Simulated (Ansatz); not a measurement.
# BCl2H3Si (BCl2(SiH3)): what the fields show

Input

```
crystal:
  periodic: [false, false, false]
  atoms:
    - {symbol: B, position_ang: [0.560007, 0.976766, 0.019698]}
    - {symbol: Cl, position_ang: [2.319359, 1.002026, 0.019497]}
    - {symbol: Cl, position_ang: [-0.299506, 2.510287, -0.051601]}
    - {symbol: Si, position_ang: [-0.450593, -0.781493, 0.026439]}
    - {symbol: H, position_ang: [-1.810444, -0.636291, 0.654634]}
    - {symbol: H, position_ang: [0.321536, -1.859167, 0.738867]}
    - {symbol: H, position_ang: [-0.640359, -1.212118, -1.407534]}
basis:
  gaussian: {orbitals: def2-TZVP, initial_orbitals: start.molden}
hamiltonian: {xc: pbe0, dispersion: d4}
scf: {omitted_lower_state_checks: [starts]}
output: {forces: true, orbitals: {seedname: orbitals}}
```

Run with:

```sh
ansatz run in.yaml --threads 4 --pin off --events-out ev --progress --plain --max-ram 3916MiB
```

Geometry: PBE-D4/def2-SVP.

The calculation used Ansatz 0.2.0, RKS PBE0-D4/def2-TZVP.

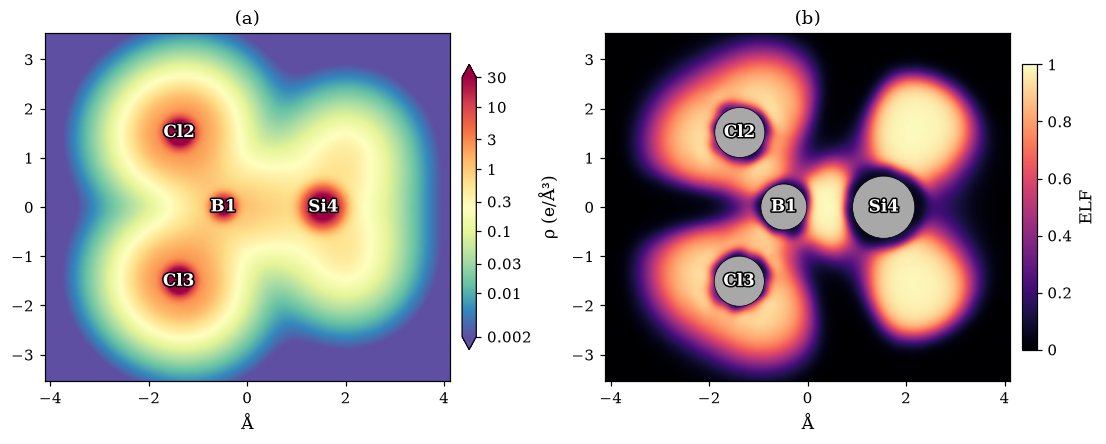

Figure 1. (a) total electron density; (b) electron localisation function on the plane of atoms Cl3, B1 and Si4. Grey discs cover the atomic cores in the ELF map.

### Describe what can be read from this map.

- The plane passes through B, Cl and Si nuclei.
- B–Cl (1.76 Å): ρ is about 1.3 e/Å³ halfway; the ELF peaks at about 0.90 between the atoms; a polar covalent bond.
- Si–B (2.03 Å): ρ is about 0.79 e/Å³ halfway; the ELF peaks at about 1 between the atoms: a covalent bond.
- The ELF also peaks beside Cl3 and Cl2, away from the bonds: lone-pair regions.

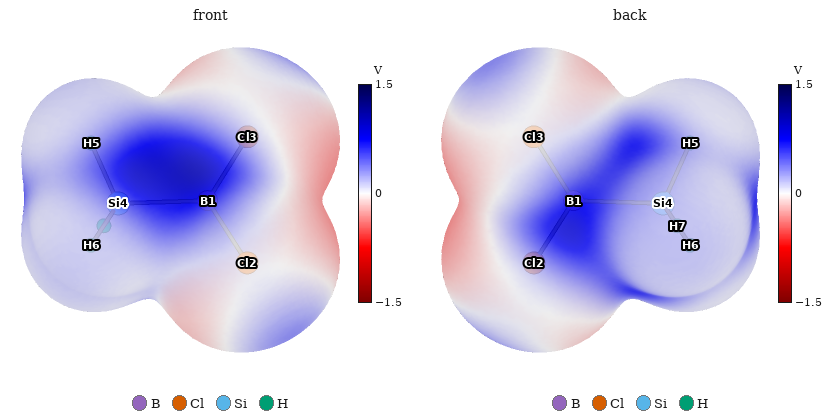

Figure 2. The molecular electrostatic potential painted on the density surface at 0.001 e/bohr³, seen from the front and from behind; red is negative and blue positive.

### Which sites attract a positive test charge, and which a negative one?

A positive charge is drawn to the negative regions and a negative charge to the positive ones. The most negative region (about −0.3 V) lies over Cl2 and Cl3, the most positive (about +1.0 V) over B1 and Si4. Cl2 shows a σ-hole: about +0.3 V at the tip opposite its bond, against about −0.1 V on its flanks. Cl3 shows a σ-hole: about +0.3 V at the tip opposite its bond, against about −0.1 V on its flanks.

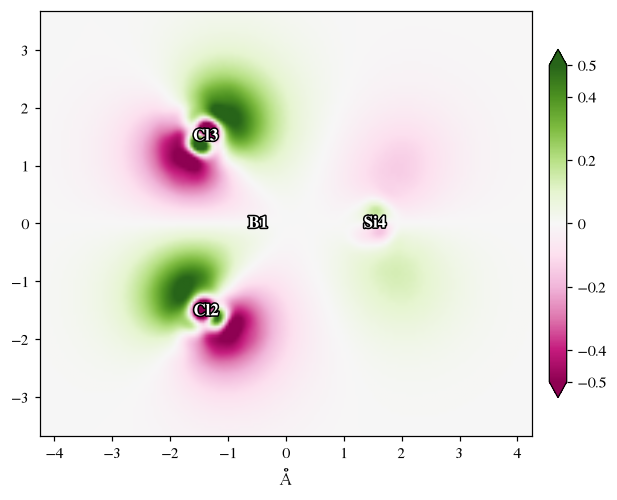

Figure 3. The HOMO−1 on the plane of atoms Cl2, B1 and Si4 (values in Å⁻³ᐟ²; the overall sign is arbitrary).

### Where does this orbital lie, and at what energy?

It lies mainly on Cl2 (about 40 %) and Cl3 (about 40 %); largely a combination of lone pairs on Cl2 and Cl3. Its energy is −9.23 eV.
